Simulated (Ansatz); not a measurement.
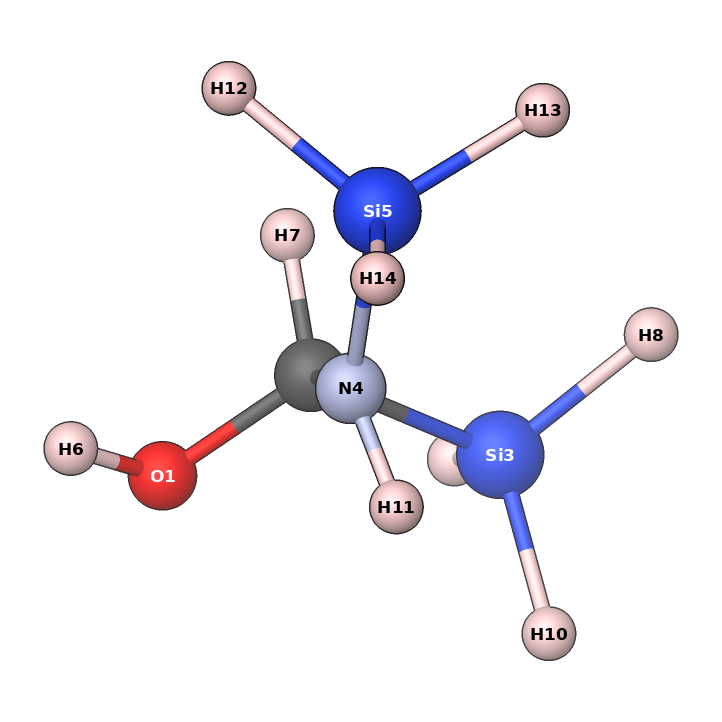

C2 lies behind N4. The molecule seen a little off the N4–C2 bond, N4 in front. Depth is shown by fading: the farther an atom, the more it takes the colour of the background. Computed geometry: PBE0-D4/def2-TZVP optimisation. No frequency run is at hand to confirm it as a minimum.

What is the torsion angle Si5–N4–C2–Si3? The sign is positive where the front bond must turn clockwise to cover the back bond.

Answer. 113°, anticlinal.
